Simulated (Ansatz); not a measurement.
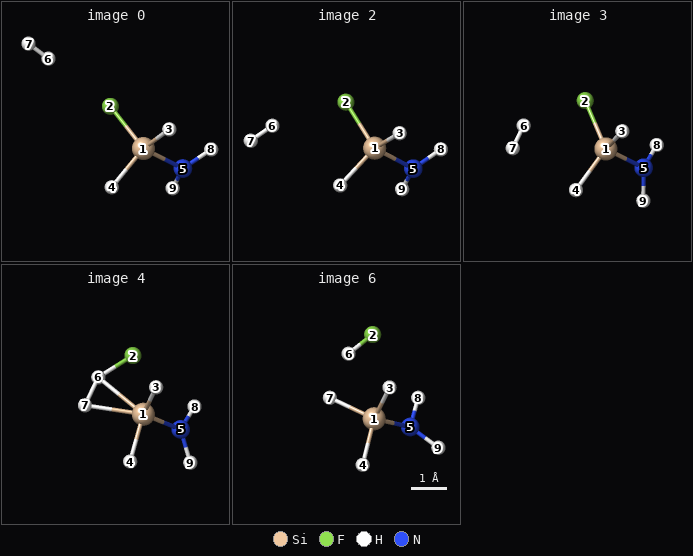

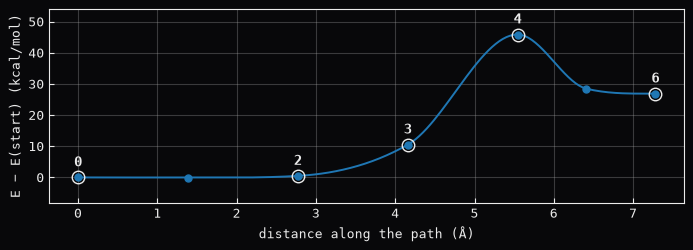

A nudged-elastic-band calculation for SiNH6F, made up of SiNH$_{4}$F and H2. Images are numbered from 0 (start) to 6 (end). A ball-and-stick model, seen from a free direction.

Theory: RKS PBE/def2-SVP in Ansatz 0.2.0. Run with 5 movable images; climbing image; force threshold 0.03 eV/Å; iteration limit 60; starting path through a guess of the saddle point.

Q: What happens along the path, and what is the barrier?

A: The highest point, image 4, lies 45.9 kcal/mol above the start and 19.0 kcal/mol above the end; the end is at +26.9 kcal/mol relative to the start. Breaking: H6–H7 (0.77 → 0.99 at the top → 1.71 Å), Si1–F2 (1.65 → 1.98 at the top → 3.05 Å). Forming: F2–H6 (2.39 → 1.22 at the top → 0.94 Å), Si1–H7 (4.55 → 1.74 at the top → 1.52 Å). The band converged in 50 iterations. The largest component of the band force went from 5.4 to 0.021 eV/Å. The climbing image converged on the top of the path. Its vibrational analysis gives one imaginary mode (884i cm⁻¹), as a transition state must have.

Limits of the set-up: the start holds two separate molecules, 2.4 Å apart at their closest, whose relative position is a soft coordinate and is computed without a dispersion correction.
